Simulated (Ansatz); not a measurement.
HfO2 (fluorite): frozen-phonon scan

Starting cell, HfO$_{2}$ (fluorite):

```yaml
crystal:
  lattice:
    - [0.00000, 5.09813, 5.09813]
    - [2.54906, 0.00000, 2.54906]
    - [2.54906, 2.54906, 0.00000]
  atoms:
    - { symbol: Hf, position: [0.00000, 0.00000, 0.00000] }
    - { symbol: Hf, position: [0.50000, 0.00000, 0.00000] }
    - { symbol: O, position: [0.12500, 0.25000, 0.25000] }
    - { symbol: O, position: [0.62500, 0.25000, 0.25000] }
    - { symbol: O, position: [0.37500, 0.75000, 0.75000] }
    - { symbol: O, position: [0.87500, 0.75000, 0.75000] }
```

The atoms are displaced by Q × the pattern below (from a DFPT mode at L = (0.5, 0.0, 0.0), largest move 1; Q in Å), at fixed cell. (q is in reciprocal vectors of the primitive cell; the cell shown is doubled to hold the pattern.)

```csv
atom,x,y,z
Hf1,-0.577,0.577,0.577
Hf2,0.577,-0.577,-0.577
O3,-0.353,0.353,0.353
O4,0.353,-0.353,-0.353
O5,0.353,-0.353,-0.353
O6,-0.353,0.353,0.353
```

Calculation: PBE (plane waves to 420 eV, PAW, scalar-relativistic; Ansatz, a first-principles code). k mesh 11×11×11 (Γ-centred), Fermi-Dirac smearing 0.05 eV. E stands for the smeared free energy. HfO2 is run without spin polarisation. HfO2 was relaxed with its symmetry unable to fall. Spin-orbit coupling is left out, though Hf is heavy. The PAW data are Ansatz's earlier set. This is a high-temperature form of HfO2. The zero of ΔE is the undisplaced structure.

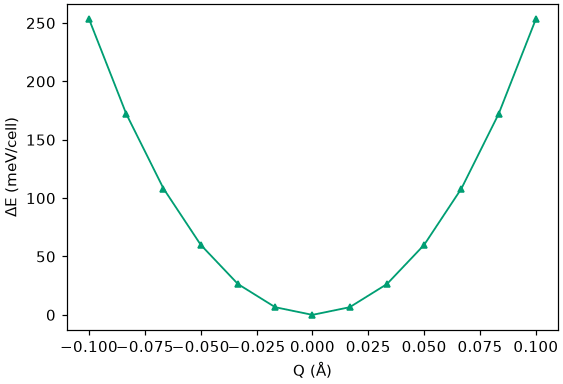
Fig. 1. ΔE (meV/cell) against Q (Å); one marker a computed point.

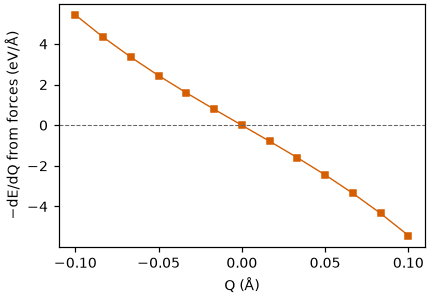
Figure. −dE/dQ from forces (eV/Å) against Q (Å); markers are the computed points, lines only join them.

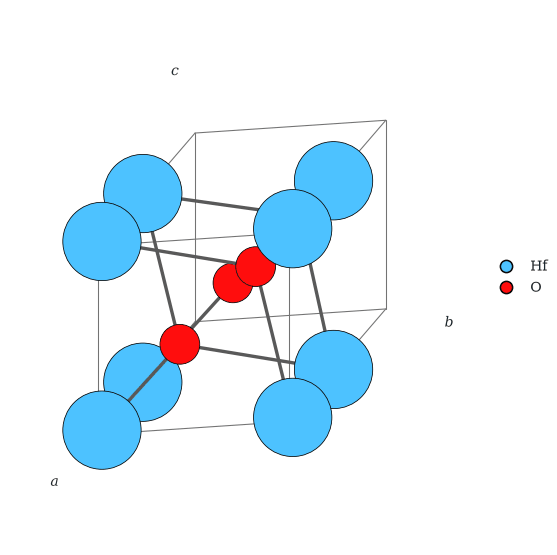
Fig. 1. The cell of the calculation at Q = -0.100 Å.

The energy at Q = 0.100 Å is 253.4 meV/cell. Space group of the distorted cell: R-3m (No. 166), lowered from Fm-3m. Harmonic wavenumber from the curvature (finite differences): 183 cm⁻¹. Wavenumber by perturbation theory (DFPT, on another k mesh): 183 cm⁻¹. Shape of the curve: a single well with its minimum at or next to zero displacement.

E″ = 47.11 eV/Å², M = Σ mᵢ|uᵢ|² = 380.9 u, ν̃ = 521.5·√(|E″|/M).

(For displaced atoms, the force is minus the slope of the energy, and its curvature is a force constant, which sets phonon frequencies.)
